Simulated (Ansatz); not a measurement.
# CH4NSi+ (SMILES C1=[NH+][SiH2]1): single points off equilibrium

Aim: energy, forces and dipole at a structure displaced at random from a GFN2-xTB minimum, from CCSD(T) and from density functionals.

Method: single points in def2-TZVPP; program: Ansatz 0.2.0, Gaussian basis.

Correlated methods freeze the cores.

### 1 Starting geometry

SMILES `C1=[NH+][SiH2]1`, 7 atoms, charge 1, spin multiplicity 1.

Atoms are counted from 1 here; the program's logs count them from 0.

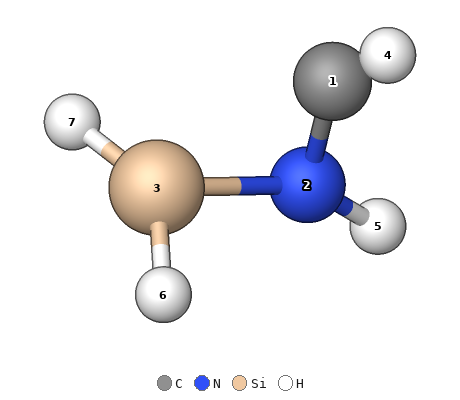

Start geometry, drawn with carbon grey, nitrogen blue, silicon light orange, hydrogen white; atoms are numbered from 1 in the order of the file.

Coordinates:

| atom | x (Å) | y (Å) | z (Å) |
| --- | --- | --- | --- |
| C1 | -0.8207 | -0.7531 | -0.3858 |
| N2 | -0.0159 | 0.3374 | -0.9197 |
| Si3 | 0.6544 | 0.1880 | 0.9016 |
| H4 | -1.4125 | -0.9801 | -0.5894 |
| H5 | -0.0890 | 0.8700 | -2.0517 |
| H6 | 0.2287 | 1.2900 | 1.5740 |
| H7 | 1.7530 | -0.5555 | 0.7545 |

### 2 CCSD(T)/def2-TZVPP

run/in.yaml reads:

```yaml
crystal:
  periodic: [false, false, false]
  atoms:
    - {symbol: C, position_ang: [-0.820700, -0.753100, -0.385800]}
    - {symbol: N, position_ang: [-0.015900, 0.337400, -0.919700]}
    - {symbol: Si, position_ang: [0.654400, 0.188000, 0.901600]}
    - {symbol: H, position_ang: [-1.412500, -0.980100, -0.589400]}
    - {symbol: H, position_ang: [-0.089000, 0.870000, -2.051700]}
    - {symbol: H, position_ang: [0.228700, 1.290000, 1.574000]}
    - {symbol: H, position_ang: [1.753000, -0.555500, 0.754500]}
basis:
  gaussian: {orbitals: def2-TZVPP}
total_charge: 1
correlation: {method: ccsd_t}
output: {forces: true}
```

No record of the launch command was kept for these runs.

### 3 PBE0-D4/def2-TZVPP

run/in.yaml, as its differences from that of step 2:

```diff
@@ -13,3 +13,3 @@
 total_charge: 1
-correlation: {method: ccsd_t}
-output: {forces: true}
+hamiltonian: {xc: pbe0, dispersion: d4}
+output: {forces: true, orbitals: {seedname: orbitals}}
```

### 4 wB97M-V/def2-TZVPP

run/in.yaml, as its differences from that of step 3:

```diff
@@ -13,3 +13,3 @@
 total_charge: 1
-hamiltonian: {xc: pbe0, dispersion: d4}
-output: {forces: true, orbitals: {seedname: orbitals}}
+hamiltonian: {xc: {name: wB97M-V}}
+output: {forces: true}
```

### 5 r2SCAN-D4/def2-TZVPP

run/in.yaml, as its differences from that of step 4:

```diff
@@ -13,3 +13,3 @@
 total_charge: 1
-hamiltonian: {xc: {name: wB97M-V}}
+hamiltonian: {xc: r2scan, dispersion: d4}
 output: {forces: true}
```

### 6 PBE-D4/def2-TZVPP

run/in.yaml, as its differences from that of step 5:

```diff
@@ -13,3 +13,3 @@
 total_charge: 1
-hamiltonian: {xc: r2scan, dispersion: d4}
+hamiltonian: {xc: pbe, dispersion: d4}
 output: {forces: true}
```

### 7 r2SCANh-D4/def2-TZVPP

run/in.yaml, as its differences from that of step 6:

```diff
@@ -13,3 +13,3 @@
 total_charge: 1
-hamiltonian: {xc: pbe, dispersion: d4}
+hamiltonian: {xc: {name: r2SCANh}, dispersion: d4}
 output: {forces: true}
```

### 8 HSE06-D4/def2-TZVPP

run/in.yaml, as its differences from that of step 7:

```diff
@@ -13,3 +13,3 @@
 total_charge: 1
-hamiltonian: {xc: {name: r2SCANh}, dispersion: d4}
+hamiltonian: {xc: hse06, dispersion: d4}
 output: {forces: true}
```

(Steps that only read results are left out.)

Before running it: what results should come out? Wanted: energy less free atoms, CCSD(T)/def2-TZVPP; RMS force component; RMS force error; HOMO and LUMO, PBE0-D4; T1 diagnostic.

As calculated:

| quantity | value |
| --- | --- |
| energy less free atoms, CCSD(T)/def2-TZVPP | -595.8 kJ/mol |
| RMS force component | 19.525 to 19.712 eV/Å over the methods |
| RMS force error | PBE0-D4 0.352, wB97M-V 0.288, r2SCAN-D4 0.242, PBE-D4 0.223, r2SCANh-D4 0.305, HSE06-D4 0.350 eV/Å |
| HOMO and LUMO, PBE0-D4 | -14.16 and -8.21 eV |
| T1 diagnostic | 0.028 |

Against CCSD(T) the functionals' energies less atoms differ by -127.2 to -26.8 kJ/mol, PBE-D4 by -127.2 kJ/mol. CCSD(T) in triple zeta still lacks some correlation energy of the bonds, so part of these gaps is its own basis error and they don't rank the functionals. For forces PBE-D4 does best and PBE0-D4 worst. Frozen-core CCSD(T) forces in triple zeta carry basis errors of their own, and this is one geometry, so small gaps rank nothing. The T1 diagnostic is large here, over the usual mark for main-group molecules (transition-metal compounds often pass it harmlessly), so CCSD(T) itself may be off. The restricted Hartree–Fock reference is unstable towards an unrestricted one at one or more of these structures.
